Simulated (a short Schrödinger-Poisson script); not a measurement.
Stack: MOS inversion layer, SiO2 on p-type Si(100), at 400 K.

| layer | material | thickness (nm) | Na (cm⁻³) |
|---|---|---|---|
| 1 | SiO2 | 1.7 | - |
| 2 | Si | 330 | 1.7e18 |

Constants are typed, rounded textbook-type inputs, not results; the design itself was drawn at random and stands for no fabricated device. SiO2: permittivity 3.9, conduction-band edge (eV) 3.15, gap (eV) 9, electron mass (mₑ) 0.5. Si: permittivity 11.7, conduction-band edge (eV) 0, gap (eV) 1.124, Nv at 300 K (cm⁻³) 3.1e19.

Channel valleys (confinement mass, in-plane density-of-states mass, number): Δ2 0.916, 0.19, 2; Δ4 0.19, 0.417, 4. At the gate the conduction-band edge of layer 1 lies 3.3 eV − eVg above the Fermi level of the channel; the field vanishes at the back. Gaps are held at their typed values at every temperature. Mesh 0.03 nm at interfaces.

From a short Schrödinger-Poisson script (our own, NumPy): 1D Poisson equation in equilibrium, electrons quantum, Hartree (BenDaniel-Duke, 12 states a valley, the channel's in-plane mass for all, wave functions free to enter the dielectric), parabolic valleys, classical holes, full ionisation, no traps, pinning or gate leakage.

Only gate voltages with over 1e8 electrons/cm² are shown.

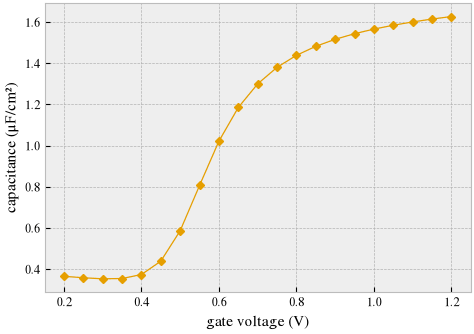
Fig. 1. Quasi-static capacitance against gate voltage

| Vg (V) | electrons (cm⁻²) | C (μF/cm²) | Δ2 E0 (meV) | Δ2 E1 (meV) | Δ4 E0 (meV) | Δ4 E1 (meV) |
|---|---|---|---|---|---|---|
| 0.2 | 1.60e8 | 0.365 | 380.0 | 468.0 | 443.8 | 586.1 |
| 0.25 | 4.84e8 | 0.358 | 341.2 | 431.0 | 406.1 | 551.9 |
| 0.3 | 1.48e9 | 0.353 | 302.2 | 393.9 | 368.3 | 517.3 |
| 0.35 | 4.54e9 | 0.354 | 263.0 | 356.5 | 330.2 | 482.4 |
| 0.4 | 1.38e10 | 0.374 | 224.1 | 319.3 | 292.4 | 447.6 |
| 0.45 | 4.09e10 | 0.439 | 186.3 | 283.2 | 255.6 | 413.7 |
| 0.5 | 1.11e11 | 0.587 | 151.4 | 250.0 | 221.8 | 382.6 |
| 0.55 | 2.56e11 | 0.807 | 121.8 | 222.2 | 193.3 | 356.5 |
| 0.6 | 4.89e11 | 1.02 | 98.7 | 200.8 | 171.4 | 336.7 |
| 0.65 | 7.97e11 | 1.19 | 81.0 | 184.9 | 154.8 | 322.0 |
| 0.7 | 1.16e12 | 1.30 | 67.1 | 172.9 | 142.1 | 311.0 |
| 0.75 | 1.56e12 | 1.38 | 55.9 | 163.5 | 132.1 | 302.5 |
| 0.8 | 1.98e12 | 1.44 | 46.5 | 155.9 | 123.9 | 295.7 |
| 0.85 | 2.43e12 | 1.48 | 38.4 | 149.7 | 117.1 | 290.2 |
| 0.9 | 2.88e12 | 1.52 | 31.4 | 144.4 | 111.2 | 285.6 |
| 0.95 | 3.35e12 | 1.54 | 25.0 | 139.9 | 106.0 | 281.7 |
| 1 | 3.83e12 | 1.57 | 19.3 | 135.9 | 101.4 | 278.3 |
| 1.05 | 4.32e12 | 1.58 | 14.0 | 132.4 | 97.2 | 275.4 |
| 1.1 | 4.81e12 | 1.60 | 9.1 | 129.2 | 93.4 | 272.7 |
| 1.15 | 5.31e12 | 1.61 | 4.5 | 126.4 | 90.0 | 270.4 |
| 1.2 | 5.81e12 | 1.63 | 0.2 | 123.8 | 86.7 | 268.3 |

Subbands count from the Fermi level.
